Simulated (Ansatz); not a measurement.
Run report: B₂SiH₅, molecular dynamics (part 2 of 2)

Continued. System: B₂SiH₅, multiplicity 2. Method: UKS PBE/6-31G (Ansatz 0.2.0). One setting was made poor on purpose. It belongs to a series of runs on one base structure; here: dynamics from the start.

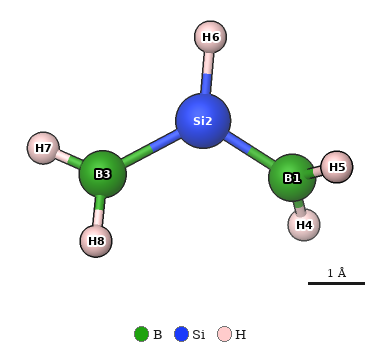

Figure 1. The geometry at step 28 of the log (ball-and-stick view, seen on its broad side; atoms are numbered from 1 in the order of the input).

Trajectory as extended XYZ, continued:
```
8
Properties=species:S:1:pos:R:3:forces:R:3 step=15 time_fs=30.0 energy=-9300.48696 temperature=658.9
B    -1.1623    0.7622   -1.1652    0.1111   0.1243   0.3273
Si    0.0590    0.4780    0.4779   -0.3664  -0.5358  -0.7300
B     1.1174   -1.2028    0.6811    0.2227  -0.3970   0.3341
H    -1.9242   -0.1231   -1.4705    0.1270  -0.1933   0.0423
H    -1.2347    1.7300   -1.8893    0.2034   0.0550   0.2593
H    -0.3619    1.2002    1.7295    0.0105   0.3346   0.1579
H     1.6526   -1.5243    1.7613   -0.3509   0.3160  -0.7981
H     1.2069   -1.9429   -0.2942    0.0425   0.2962   0.4072
8
Properties=species:S:1:pos:R:3:forces:R:3 step=16 time_fs=32.0 energy=-9300.41832 temperature=581.1
B    -1.1597    0.7543   -1.1648    0.0343   0.8685  -0.1942
Si    0.0667    0.4651    0.4830   -0.8338   0.1356  -0.6546
B     1.1053   -1.1788    0.6817   -0.1037  -0.5955  -1.2636
H    -1.9559   -0.0892   -1.4875    0.0981  -0.3483   0.1281
H    -1.2398    1.7379   -1.9366    0.3603  -0.5193   0.7949
H    -0.3402    1.2214    1.7387    0.0447   0.2167  -0.0745
H     1.5865   -1.4602    1.7297    0.2744  -0.2054   0.2192
H     1.1755   -1.8818   -0.3603    0.1257   0.4476   1.0446
8
Properties=species:S:1:pos:R:3:forces:R:3 step=17 time_fs=34.0 energy=-9300.30393 temperature=452.0
B    -1.1569    0.7494   -1.1651   -0.0857   0.8645  -0.2963
Si    0.0732    0.4523    0.4871   -1.3444   0.9069  -0.5637
B     1.0928   -1.1568    0.6779   -0.3178  -0.4912  -2.1114
H    -1.9840   -0.0685   -1.4997    0.1956  -0.3178   0.2385
H    -1.2311    1.7260   -1.9535    0.4232  -0.5249   0.8575
H    -0.3167    1.2509    1.7450    0.0872   0.0674  -0.3087
H     1.5306   -1.4038    1.7065    0.7975  -0.6376   1.1947
H     1.1487   -1.8033   -0.3865    0.2443   0.1327   0.9893
8
Properties=species:S:1:pos:R:3:forces:R:3 step=18 time_fs=36.0 energy=-9300.27491 temperature=396.1
B    -1.1544    0.7475   -1.1664   -0.1635   0.2374   0.0795
Si    0.0779    0.4407    0.4906   -1.8477   1.6932  -0.5463
B     1.0791   -1.1365    0.6665    0.2339  -0.5140  -0.5265
H    -2.0046   -0.0600   -1.5027    0.3262  -0.2037   0.3249
H    -1.2061    1.6939   -1.9376    0.3981   0.0078   0.4315
H    -0.2897    1.2831    1.7395    0.1052  -0.0375  -0.4221
H     1.5052   -1.3717    1.7290    0.5634  -0.5906   0.5299
H     1.1312   -1.7195   -0.3749    0.3845  -0.5927   0.1292
8
Properties=species:S:1:pos:R:3:forces:R:3 step=19 time_fs=38.0 energy=-9300.16067 temperature=270.0
B    -1.1525    0.7466   -1.1675   -0.1170  -0.6434   0.7845
Si    0.0801    0.4314    0.4932   -2.2682   2.3514  -0.6383
B     1.0662   -1.1180    0.6532    1.0163  -0.7072   1.8103
H    -2.0129   -0.0592   -1.4933    0.3558  -0.1143   0.3177
H    -1.1658    1.6620   -1.9051    0.3289   0.8125  -0.2749
H    -0.2586    1.3141    1.7179    0.0885  -0.0489  -0.3669
H     1.5013   -1.3621    1.7719    0.0867  -0.3529  -0.7024
H     1.1284   -1.6581   -0.3582    0.5091  -1.2973  -0.9299
8
Properties=species:S:1:pos:R:3:forces:R:3 step=20 time_fs=40.0 energy=-9300.12580 temperature=229.8
B    -1.1510    0.7433   -1.1658    0.0762  -0.7853   1.0664
Si    0.0792    0.4253    0.4950   -2.5257   2.7308  -0.8466
B     1.0569   -1.1019    0.6463    1.5729  -1.5380   1.9860
H    -2.0075   -0.0628   -1.4717    0.2236  -0.1007   0.1899
H    -1.1127    1.6611   -1.8830    0.2401   0.9492  -0.4943
H    -0.2240    1.3432    1.6820    0.0459   0.0465  -0.1608
H     1.5006   -1.3660    1.7880   -0.1092  -0.2181  -1.1743
H     1.1452   -1.6462   -0.3772    0.4761  -1.0844  -0.5663
8
Properties=species:S:1:pos:R:3:forces:R:3 step=21 time_fs=42.0 energy=-9300.20800 temperature=320.9
B    -1.1492    0.7372   -1.1602    0.4467   0.1231   0.6425
Si    0.0748    0.4230    0.4957   -2.5505   2.7385  -1.0799
B     1.0532   -1.0913    0.6465    1.8043  -2.4833   0.4772
H    -1.9935   -0.0703   -1.4427   -0.0122  -0.1456  -0.0141
H    -1.0502    1.6966   -1.8797    0.0374   0.0927   0.0151
H    -0.1875    1.3743    1.6399    0.0050   0.2004   0.1006
H     1.4958   -1.3782    1.7592    0.0183  -0.2410  -0.7705
H     1.1802   -1.6759   -0.4180    0.2509  -0.2848   0.6290
8
Properties=species:S:1:pos:R:3:forces:R:3 step=22 time_fs=44.0 energy=-9300.22645 temperature=358.8
B    -1.1458    0.7315   -1.1523    0.7611   0.9173   0.2085
Si    0.0669    0.4244    0.4948   -2.3132   2.4141  -1.1416
B     1.0559   -1.0894    0.6484    1.5319  -2.6255  -1.1263
H    -1.9799   -0.0834   -1.4141   -0.1548  -0.1185  -0.1883
H    -0.9859    1.7359   -1.8759   -0.2361  -0.7169   0.4647
H    -0.1507    1.4132    1.6014   -0.0017   0.2886   0.2591
H     1.4917   -1.3998    1.7006    0.4082  -0.4266   0.3170
H     1.2251   -1.7166   -0.4348    0.0047   0.2674   1.2070
8
Properties=species:S:1:pos:R:3:forces:R:3 step=23 time_fs=46.0 energy=-9300.28948 temperature=450.4
B    -1.1397    0.7290   -1.1437    0.7344   0.9476   0.0557
Si    0.0558    0.4291    0.4924   -1.8596   1.9343  -0.8926
B     1.0641   -1.0970    0.6463    1.0623  -2.0780  -1.6596
H    -1.9721   -0.1012   -1.3926   -0.0665   0.0805  -0.2610
H    -0.9304    1.7479   -1.8542   -0.4296  -0.9177   0.4914
H    -0.1137    1.4634    1.5726    0.0332   0.1955   0.2102
H     1.5032   -1.4379    1.6539    0.6650  -0.5151   1.1278
H     1.2703   -1.7473   -0.4053   -0.1392   0.3528   0.9281
8
Properties=species:S:1:pos:R:3:forces:R:3 step=24 time_fs=48.0 energy=-9300.43819 temperature=621.2
B    -1.1309    0.7300   -1.1348    0.3954   0.2802   0.2130
Si    0.0420    0.4365    0.4888   -1.2679   1.4223  -0.4140
B     1.0762   -1.1121    0.6382    0.9013  -1.3364  -0.1039
H    -1.9669   -0.1159   -1.3810    0.1296   0.3250  -0.2590
H    -0.8911    1.7246   -1.8136   -0.4467  -0.4444   0.0903
H    -0.0753    1.5213    1.5518    0.0804  -0.0503   0.0183
H     1.5403   -1.4959    1.6503    0.3018  -0.1043   0.6038
H     1.3105   -1.7646   -0.3401   -0.0939  -0.0921  -0.1486
8
Properties=species:S:1:pos:R:3:forces:R:3 step=25 time_fs=50.0 energy=-9300.42613 temperature=629.3
B    -1.1207    0.7319   -1.1251   -0.0459  -0.7055   0.6056
Si    0.0264    0.4460    0.4845   -0.6022   0.8680   0.0939
B     1.0915   -1.1320    0.6297    0.7541  -0.5049   1.9212
H    -1.9567   -0.1182   -1.3793    0.2140   0.4013  -0.2457
H    -0.8687    1.6842   -1.7692   -0.2727   0.5263  -0.5943
H    -0.0335    1.5776    1.5316    0.1081  -0.3003  -0.1634
H     1.5892   -1.5583    1.6699   -0.2308   0.4501  -0.2606
H     1.3472   -1.7855   -0.2803    0.0753  -0.7349  -1.3568
8
Properties=species:S:1:pos:R:3:forces:R:3 step=26 time_fs=52.0 energy=-9300.40304 temperature=613.9
B    -1.1106    0.7313   -1.1131   -0.2404  -0.9654   0.6252
Si    0.0099    0.4566    0.4804    0.0702   0.2743   0.5095
B     1.1096   -1.1539    0.6280    0.6749  -0.3916   1.9976
H    -1.9382   -0.1052   -1.3870    0.0769   0.2101  -0.2655
H    -0.8567    1.6638   -1.7475   -0.1468   1.0305  -0.9006
H     0.0126    1.6227    1.5050    0.1096  -0.4262  -0.2361
H     1.6295   -1.6037    1.6795   -0.4714   0.7255  -0.5883
H     1.3871   -1.8348   -0.2722   -0.0730  -0.4572  -1.1418
8
Properties=species:S:1:pos:R:3:forces:R:3 step=27 time_fs=54.0 energy=-9300.44736 temperature=660.8
B    -1.1012    0.7273   -1.0989   -0.0805   0.0741  -0.1993
Si   -0.0066    0.4677    0.4769    0.7044  -0.3527   0.8105
B     1.1303   -1.1772    0.6335    0.5416  -0.6814   0.5661
H    -1.9167   -0.0840   -1.4049   -0.1818  -0.1302  -0.3129
H    -0.8503    1.6828   -1.7602   -0.2752   0.3666  -0.3515
H     0.0632    1.6517    1.4691    0.0999  -0.3805  -0.1771
H     1.6520   -1.6215    1.6666   -0.3609   0.6590  -0.3201
H     1.4244   -1.9019   -0.3079   -0.4475   0.4450  -0.0157
8
Properties=species:S:1:pos:R:3:forces:R:3 step=28 time_fs=56.0 energy=-9300.37717 temperature=588.6
B    -1.0921    0.7235   -1.0853   -0.1338   1.0596  -1.2301
Si   -0.0222    0.4784    0.4746    1.2504  -0.9952   1.0035
B     1.1530   -1.2032    0.6410   -0.0171  -0.4147  -0.9624
H    -1.9020   -0.0676   -1.4350   -0.2420  -0.2868  -0.2787
H    -0.8544    1.7160   -1.7864   -0.3866  -0.4380   0.3333
H     0.1179    1.6662    1.4263    0.1003  -0.1863  -0.0131
H     1.6607   -1.6141    1.6414    0.0523   0.3133   0.4459
H     1.4447   -1.9523   -0.3444   -0.6235   0.9482   0.7015
8
Properties=species:S:1:pos:R:3:forces:R:3 step=29 time_fs=58.0 energy=-9300.29392 temperature=499.9
B    -1.0834    0.7235   -1.0760   -0.6286   1.1860  -1.9798
Si   -0.0363    0.4878    0.4736    1.6462  -1.5531   1.1170
B     1.1758   -1.2308    0.6452   -0.6930   0.2532  -1.6974
H    -1.8965   -0.0622   -1.4760    0.0207  -0.1374  -0.0752
H    -0.8733    1.7326   -1.8000   -0.3348  -0.6892   0.6279
H     0.1768    1.6737    1.3827    0.1171   0.0521   0.1723
H     1.6714   -1.5946    1.6331    0.4197   0.0077   1.0595
H     1.4412   -1.9666   -0.3543   -0.5473   0.8807   0.7757
8
Properties=species:S:1:pos:R:3:forces:R:3 step=30 time_fs=60.0 energy=-9300.30749 temperature=504.6
B    -1.0770    0.7277   -1.0737   -1.1796   0.6665  -2.1865
Si   -0.0481    0.4951    0.4741    1.8763  -1.8702   1.1937
B     1.1963   -1.2576    0.6433   -0.9411   1.0043  -0.5620
H    -1.8902   -0.0621   -1.5201    0.3133   0.0457   0.1791
H    -0.9052    1.7229   -1.7896   -0.1640  -0.3288   0.4603
H     0.2406    1.6833    1.3454    0.1202   0.1676   0.2549
H     1.6984   -1.5747    1.6655    0.2394   0.0735   0.5324
H     1.4166   -1.9471   -0.3343   -0.2644   0.2415   0.1280
8
Properties=species:S:1:pos:R:3:forces:R:3 step=31 time_fs=62.0 energy=-9300.23683 temperature=426.9
B    -1.0747    0.7344   -1.0793   -1.4141  -0.1786  -1.6977
Si   -0.0574    0.4999    0.4763    1.9888  -1.8724   1.2388
B     1.2135   -1.2811    0.6393   -0.9539   1.9405   1.5896
H    -1.8718   -0.0601   -1.5576    0.3699   0.0261   0.3057
H    -0.9437    1.7004   -1.7615    0.0441   0.5431  -0.0921
H     0.3094    1.6993    1.3177    0.0608   0.0692   0.1774
H     1.7347   -1.5519    1.7185   -0.1739   0.1940  -0.5170
H     1.3817   -1.9183   -0.3094    0.0783  -0.7219  -1.0047
8
Properties=species:S:1:pos:R:3:forces:R:3 step=32 time_fs=64.0 energy=-9300.16243 temperature=351.2
B    -1.0774    0.7404   -1.0909   -1.1853  -0.6305  -0.9753
Si   -0.0640    0.5021    0.4802    2.0339  -1.6599   1.2030
B     1.2274   -1.2977    0.6410   -0.9099   2.1812   2.0734
H    -1.8390   -0.0572   -1.5836    0.1588  -0.2194   0.2222
H    -0.9807    1.6987   -1.7367    0.1508   1.2162  -0.5072
H     0.3810    1.7181    1.2966   -0.0652  -0.1530   0.0144
H     1.7646   -1.5214    1.7520   -0.3427   0.1234  -1.0496
H     1.3496   -1.9169   -0.3228    0.1595  -0.8579  -0.9810
8
Properties=species:S:1:pos:R:3:forces:R:3 step=33 time_fs=66.0 energy=-9300.21802 temperature=407.0
B    -1.0844    0.7443   -1.1062   -0.6434   0.1224  -0.7567
Si   -0.0679    0.5020    0.4858    2.0185  -1.4208   1.0383
B     1.2382   -1.3067    0.6502   -1.0363   1.6056   0.4405
H    -1.8000   -0.0627   -1.6013   -0.1466  -0.5185  -0.0037
H    -1.0122    1.7436   -1.7312    0.0893   0.7070  -0.1852
H     0.4506    1.7311    1.2759   -0.2043  -0.3369  -0.1165
H     1.7816   -1.4860    1.7454   -0.1650  -0.0735  -0.8036
H     1.3234   -1.9486   -0.3740    0.0879  -0.0854   0.3868
8
Properties=species:S:1:pos:R:3:forces:R:3 step=34 time_fs=68.0 energy=-9300.20251 temperature=402.6
B    -1.0938    0.7486   -1.1243   -0.2598   1.0708  -0.7905
Si   -0.0690    0.5000    0.4929    1.9101  -1.2869   0.7230
B     1.2453   -1.3099    0.6610   -1.5118   1.2520  -1.3798
H    -1.7662   -0.0881   -1.6192   -0.2181  -0.5071  -0.1259
H    -1.0405    1.8161   -1.7327   -0.0171  -0.3270   0.3314
H     0.5129    1.7313    1.2506   -0.2940  -0.3817  -0.1485
H     1.7923   -1.4531    1.7079    0.3085  -0.2887   0.0741
H     1.3004   -1.9837   -0.4108    0.0822   0.4686   1.3162
8
Properties=species:S:1:pos:R:3:forces:R:3 step=35 time_fs=70.0 energy=-9300.19952 temperature=416.2
B    -1.1042    0.7567   -1.1453   -0.2001   1.1249  -0.6800
Si   -0.0675    0.4962    0.5010    1.6844  -1.2921   0.2760
B     1.2470   -1.3087    0.6670   -1.8831   1.2566  -2.0723
H    -1.7407   -0.1332   -1.6422    0.0197  -0.0466  -0.0190
H    -1.0696    1.8766   -1.7216   -0.0909  -0.9228   0.4957
H     0.5644    1.7169    1.2193   -0.2956  -0.2643  -0.0729
H     1.8150   -1.4311    1.6730    0.6666  -0.3742   0.7352
H     1.2804   -2.0012   -0.3972    0.0990   0.5185   1.3375
8
Properties=species:S:1:pos:R:3:forces:R:3 step=36 time_fs=72.0 energy=-9300.30877 temperature=542.4
B    -1.1154    0.7690   -1.1690   -0.1712   0.4132  -0.2389
Si   -0.0637    0.4906    0.5096    1.3585  -1.3944  -0.2465
B     1.2421   -1.3030    0.6655   -1.5185   1.5890  -0.6989
H    -1.7141   -0.1805   -1.6660    0.2546   0.4903   0.1222
H    -1.1025    1.9020   -1.6913   -0.1344  -0.8319   0.2906
H     0.6049    1.6921    1.1851   -0.2077  -0.0238   0.0777
H     1.8634   -1.4233    1.6660    0.3302  -0.2403   0.2519
H     1.2640   -1.9988   -0.3322    0.0885  -0.0020   0.4419
8
Properties=species:S:1:pos:R:3:forces:R:3 step=37 time_fs=74.0 energy=-9300.31742 temperature=571.0
B    -1.1272    0.7829   -1.1937    0.0431  -0.6848   0.5615
Si   -0.0579    0.4830    0.5179    1.0074  -1.4766  -0.7437
B     1.2316   -1.2916    0.6616   -0.7966   2.2218   1.4920
H    -1.6775   -0.2093   -1.6853    0.2724   0.7224   0.1161
H    -1.1408    1.8957   -1.6496   -0.1736  -0.0544  -0.1634
H     0.6378    1.6663    1.1535   -0.0842   0.2306   0.2318
H     1.9250   -1.4247    1.6687   -0.3052  -0.0104  -0.5389
H     1.2509   -1.9965   -0.2496    0.0366  -0.9486  -0.9552
8
Properties=species:S:1:pos:R:3:forces:R:3 step=38 time_fs=76.0 energy=-9300.30363 temperature=574.0
B    -1.1391    0.7944   -1.2166    0.4587  -1.4407   1.4157
Si   -0.0508    0.4733    0.5252    0.7286  -1.3583  -1.0973
B     1.2182   -1.2721    0.6630   -0.2815   1.8811   1.8183
H    -1.6302   -0.2106   -1.7004    0.0648   0.4934  -0.0831
H    -1.1861    1.8873   -1.6138   -0.2299   0.8372  -0.5428
H     0.6677    1.6490    1.1306   -0.0277   0.3435   0.2992
H     1.9753   -1.4265    1.6507   -0.6404   0.1881  -0.7731
H     1.2391   -2.0306   -0.2030   -0.0727  -0.9443  -1.0369
8
Properties=species:S:1:pos:R:3:forces:R:3 step=39 time_fs=78.0 energy=-9300.36813 temperature=648.5
B    -1.1494    0.8008   -1.2346    0.8834  -0.7047   1.8471
Si   -0.0425    0.4617    0.5311    0.5562  -0.9450  -1.2637
B     1.2037   -1.2456    0.6709   -0.1210   0.3449   0.3400
H    -1.5800   -0.1929   -1.7187   -0.2489  -0.1055  -0.4176
H    -1.2407    1.9110   -1.5986   -0.2248   0.6093  -0.4339
H     0.6967    1.6449    1.1190   -0.1034   0.2402   0.2447
H     2.0015   -1.4211    1.6028   -0.5274   0.2989  -0.4236
H     1.2244   -2.1013   -0.1959   -0.2140   0.2620   0.1069
8
Properties=species:S:1:pos:R:3:forces:R:3 step=40 time_fs=80.0 energy=-9300.32668 temperature=617.9
B    -1.1566    0.8048   -1.2461    0.9640   0.5736   1.8014
Si   -0.0334    0.4487    0.5353    0.4237  -0.3398  -1.3123
B     1.1886   -1.2177    0.6800   -0.3293  -0.8416  -0.9980
H    -1.5389   -0.1791   -1.7533   -0.3790  -0.4503  -0.5928
H    -1.3043    1.9583   -1.6000   -0.0809  -0.4014  -0.0619
H     0.7221    1.6499    1.1167   -0.2624   0.0138   0.1251
H     2.0076   -1.4041    1.5381   -0.0197   0.3034   0.2797
H     1.2013   -2.1626   -0.1847   -0.3165   1.1424   0.7588
```

This output came from the following input.

The input:
```yaml
crystal:
  periodic: [false, false, false]
  atoms:
    - { symbol: B, position_ang: [-1.151805, 0.813503, -1.129581] }
    - { symbol: Si, position_ang: [0.028742, 0.437351, 0.437368] }
    - { symbol: B, position_ang: [1.123825, -1.205736, 0.739998] }
    - { symbol: H, position_ang: [-1.291817, -0.017468, -1.989686] }
    - { symbol: H, position_ang: [-1.7254, 1.867523, -1.225298] }
    - { symbol: H, position_ang: [0.103754, 1.515957, 1.511044] }
    - { symbol: H, position_ang: [1.841237, -1.295004, 1.702531] }
    - { symbol: H, position_ang: [1.071463, -2.116127, -0.046376] }
magnetization:
  spin_polarized: true
  initial_magnetization: 1
basis:
  gaussian: { orbitals: "6-31G" }
hamiltonian:
  xc: pbe
md:
  timestep: 2.0
  n_steps: 40
  ensemble: nvt_nose_hoover
  temperature: 1000.0
  initial_velocities: maxwell_boltzmann
  seed: 920456
```

Launched with:
```bash
ansatz run input.yaml --threads 1 --pin off --max-ram 2048MiB --backend cpu --events-out ev --progress --plain --runs-dir out
```

Key numbers:

- outcome: finished
- mean temperature over the second half: 497 K
- trajectory: 40 steps, 80 fs
- ensemble: nvt_nose_hoover
- temperature in the input: 1000.0 K
- time step: 2.0 fs
- potential energy (last step): −9300.3267 eV
- mean-field energy (last step): −9300.3267 eV
- ⟨S²⟩ (last step): 0.753
- largest force (length of the vector) (last step): 2.122 eV/Å
- hardware: 1 thread of Arm Neoverse N1, 24 GiB of memory available, shared host
- wall time: 2.1 min
- peak memory: 0.1 GiB

A deliberately poor setting: time step. So short a trajectory is not equilibrated. The temperature stays far from the 1000 K of the thermostat over the second half: the run isn't equilibrated.
